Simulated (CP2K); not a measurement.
**CH7NOSi (SMILES OCN[SiH3]) at GFN2-xTB**

Aim: the energy change on altering one bond length of CH7NOSi at GFN2-xTB, from 2 runs. 

Program for the calculation: CP2K 2026.2.

4 further runs of the same task are left out: 1 that didn't finish, 3 set aside as unsound or not needed. Runs told in other sessions of the task aren't counted.

## (1) The molecule

The species is CH7NOSi (11 atoms), meant as a singlet with charge 0. As SMILES, `OCN[SiH3]`. The shape is that of a PBE0-D4/def2-TZVP optimisation. This is one conformer, not always the lowest.

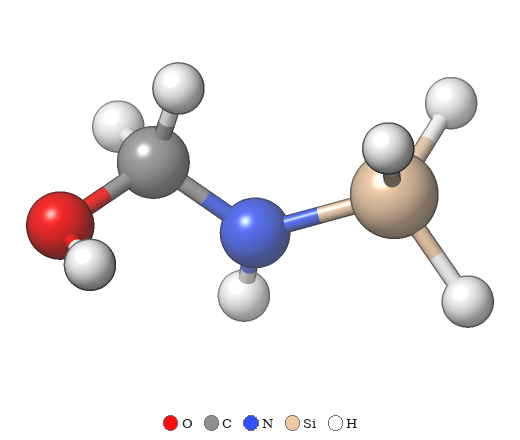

The structure, seen from a chosen angle (oxygen red, carbon grey, nitrogen blue, silicon light orange, hydrogen white).

## (2) The energy at GFN2-xTB

molecule.pdb reads:

```
HETATM    1 O    MOL A   1      -1.208   1.808  -0.668  1.00  0.00           O
HETATM    2 C    MOL A   1      -0.010   1.198  -0.261  1.00  0.00           C
HETATM    3 N    MOL A   1       0.022  -0.204  -0.552  1.00  0.00           N
HETATM    4 Si   MOL A   1       0.472  -1.426   0.571  1.00  0.00          SI
HETATM    5 H    MOL A   1      -1.931   1.291  -0.299  1.00  0.00           H
HETATM    6 H    MOL A   1       0.777   1.753  -0.781  1.00  0.00           H
HETATM    7 H    MOL A   1       0.151   1.321   0.820  1.00  0.00           H
HETATM    8 H    MOL A   1       0.033  -0.410  -1.540  1.00  0.00           H
HETATM    9 H    MOL A   1      -0.213  -1.140   1.860  1.00  0.00           H
HETATM   10 H    MOL A   1       1.934  -1.516   0.858  1.00  0.00           H
HETATM   11 H    MOL A   1       0.037  -2.732   0.013  1.00  0.00           H
END
```

run.inp reads:

```
&GLOBAL
  PROJECT run
  RUN_TYPE ENERGY
  PRINT_LEVEL MEDIUM
&END GLOBAL

&FORCE_EVAL
  METHOD QUICKSTEP
  &DFT
    # Quickstep
    &QS
      METHOD XTB
      EPS_DEFAULT 1.0E-10
      &XTB
        GFN_TYPE TBLITE
        &TBLITE
          METHOD GFN2
        &END TBLITE
        CHECK_ATOMIC_CHARGES F
      &END XTB
    &END QS
    &POISSON
      PERIODIC NONE
      POISSON_SOLVER ANALYTIC
    &END POISSON
    # SCF settings
    &SCF
      SCF_GUESS ATOMIC
      EPS_SCF 1.0E-06
      MAX_SCF 150
      ADDED_MOS 2
      &DIAGONALIZATION
        ALGORITHM STANDARD
      &END DIAGONALIZATION
      &MIXING
        METHOD DIRECT_P_MIXING
        ALPHA 0.4
      &END MIXING
    &END SCF
    &PRINT
      &MOMENTS
        PERIODIC F
        REFERENCE COM
        MAX_MOMENT 1
      &END MOMENTS
      &MO ON
        ENERGIES T
        OCCUPATION_NUMBERS T
        NDIGITS 6
        &EACH
          QS_SCF 0
        &END EACH
        ADD_LAST NUMERIC
      &END MO
      &HIRSHFELD OFF
      &END HIRSHFELD
    &END PRINT
  &END DFT
  &SUBSYS
    &CELL
      ABC 13.9 14.5 13.4
      PERIODIC NONE
    &END CELL
    &TOPOLOGY
      COORD_FILE_NAME molecule.pdb
      COORD_FILE_FORMAT PDB
      CONN_FILE_FORMAT OFF
      &CENTER_COORDINATES
      &END CENTER_COORDINATES
    &END TOPOLOGY
  &END SUBSYS
&END FORCE_EVAL
```

Run with:

```console
$ OMP_NUM_THREADS=1 cp2k.psmp -i run.inp -o run.out
```

Log:

```text
CP2K| version string:                                       CP2K version 2026.2
[...]
 GLOBAL| Method name                                                        CP2K
[...]
 GLOBAL| Run type                                                         ENERGY
[...]
                             - Atoms:                                         11
[...]
                             - Spherical basis functions:                     28
[...]
 Number of electrons:                                                         26
[...]
  *** SCF run converged in    16 steps ***
[...]
  Fermi energy:                                                -0.21076837840153
[...]
 TB_DIPOLE| Moment [Debye]          0.10450417      -1.10022213       0.45278587
 TB_DIPOLE| Derivative [a.u.]       0.00000000       0.00000000       0.00000000
[...]
 ENERGY| Total FORCE_EVAL ( QS ) energy [hartree]            -14.440927379224791
[...]
```

Run time: 1.2 s. Hardware: 1 thread of Intel Xeon Platinum 8175M at 2.50GHz (Skylake/Cascade Lake), shared host; peak memory 0.19 GiB.

## (3) The distorted shape at the same level

molecule.pdb reads:

```
HETATM    1 O    MOL A   1      -1.214   1.912  -0.175  1.00  0.00           O
HETATM    2 C    MOL A   1      -0.016   1.301   0.233  1.00  0.00           C
HETATM    3 N    MOL A   1       0.016  -0.101  -0.058  1.00  0.00           N
HETATM    4 Si   MOL A   1       0.467  -1.323   1.065  1.00  0.00          SI
HETATM    5 H    MOL A   1      -1.937   1.394   0.194  1.00  0.00           H
HETATM    6 H    MOL A   1       0.771   1.856  -0.288  1.00  0.00           H
HETATM    7 H    MOL A   1       0.145   1.424   1.314  1.00  0.00           H
HETATM    8 H    MOL A   1       0.033  -0.410  -1.540  1.00  0.00           H
HETATM    9 H    MOL A   1      -0.219  -1.037   2.354  1.00  0.00           H
HETATM   10 H    MOL A   1       1.929  -1.412   1.352  1.00  0.00           H
HETATM   11 H    MOL A   1       0.031  -2.628   0.506  1.00  0.00           H
END
```

qs.inp reads:

```
&GLOBAL
   PROJECT_NAME qs
   RUN_TYPE ENERGY
   PRINT_LEVEL MEDIUM
&END GLOBAL

&FORCE_EVAL
   METHOD QS
   &DFT
      CHARGE 0
      MULTIPLICITY 1
      &QS
         METHOD XTB
         EPS_DEFAULT 1.0E-10
         &XTB
            GFN_TYPE TBLITE
            &TBLITE
               METHOD GFN2
            &END TBLITE
            CHECK_ATOMIC_CHARGES F
         &END XTB
      &END QS
      &POISSON
         PERIODIC NONE
         POISSON_SOLVER ANALYTIC
      &END POISSON
      &SCF
         SCF_GUESS ATOMIC
         EPS_SCF 1.0E-06
         MAX_SCF 150
         ADDED_MOS 2
         &DIAGONALIZATION
            ALGORITHM STANDARD
         &END DIAGONALIZATION
         &MIXING
            METHOD DIRECT_P_MIXING
            ALPHA 0.4
         &END MIXING
      &END SCF
      # extra output
      &PRINT
         &MOMENTS
            PERIODIC F
            REFERENCE COM
            MAX_MOMENT 1
         &END MOMENTS
         &MO ON
            ENERGIES T
            OCCUPATION_NUMBERS T
            NDIGITS 6
            &EACH
               QS_SCF 0
            &END EACH
            ADD_LAST NUMERIC
         &END MO
         &HIRSHFELD OFF
         &END HIRSHFELD
      &END PRINT
   &END DFT
   # atoms, cell and kinds
   &SUBSYS
      # box in angstrom
      &CELL
         ABC [angstrom] 13.9 14.5 13.9
         PERIODIC NONE
      &END CELL
      &TOPOLOGY
         COORD_FILE_NAME molecule.pdb
         COORD_FILE_FORMAT PDB
         CONN_FILE_FORMAT OFF
         &CENTER_COORDINATES
         &END CENTER_COORDINATES
      &END TOPOLOGY
   &END SUBSYS
&END FORCE_EVAL
```

Run with:

```console
$ OMP_NUM_THREADS=1 cp2k.psmp -i qs.inp -o qs.out
```

Log:

```text
CP2K| version string:                                       CP2K version 2026.2
[...]
 GLOBAL| Method name                                                        CP2K
[...]
 GLOBAL| Run type                                                         ENERGY
[...]
                             - Atoms:                                         11
[...]
                             - Spherical basis functions:                     28
[...]
 Number of electrons:                                                         26
[...]
  *** SCF run converged in    17 steps ***
[...]
  Fermi energy:                                                -0.29228313903795
[...]
 TB_DIPOLE| Moment [Debye]          0.03661802      -0.73332671       0.51027440
 TB_DIPOLE| Derivative [a.u.]       0.00000000       0.00000000       0.00000000
[...]
 ENERGY| Total FORCE_EVAL ( QS ) energy [hartree]            -14.371042154968618
[...]
```

Run time: 1.1 s. Hardware: 1 thread of Intel Xeon Platinum 8175M at 2.50GHz (Skylake/Cascade Lake), shared host; peak memory 0.19 GiB.

## (4) Results

At GFN2-xTB:

| quantity | value |
| --- | --- |
| first shape: total energy | -14.44093 Eh |
| first shape: dipole moment (from atomic charges alone) | 1.19 D |
| first shape: HOMO energy | -10.42 eV |
| first shape: LUMO energy | -4.84 eV |
| first shape: HOMO–LUMO gap | 5.58 eV |
| first shape: dispersion energy | -14.70 kJ/mol |
| distorted shape: total energy | -14.37104 Eh |
| distorted shape: dipole moment (from atomic charges alone) | 0.89 D |
| distorted shape: HOMO energy | -10.31 eV |
| distorted shape: LUMO energy | -7.06 eV |
| distorted shape: HOMO–LUMO gap | 3.25 eV |
| distorted shape: dispersion energy | -15.48 kJ/mol |
| energy change with the N3–H8 bond stretched from 1.009 to 1.514 Å | 1.902 eV |

**Reading.** One bond (distorted shape) is far stretched, which a spin-restricted single reference describes badly. With the N3–H8 bond stretched from 1.009 to 1.514 Å the energy rises by 1.90 eV (44 kcal/mol). The first shape isn't relaxed at this level, so the change isn't measured from a minimum. A restricted reference can't describe the breaking bond well at this length. The dipole (first shape) comes from point charges on the atoms alone, without atomic dipoles, so it is partial. The dipole (distorted shape) comes from point charges on the atoms alone, without atomic dipoles, so it is partial.
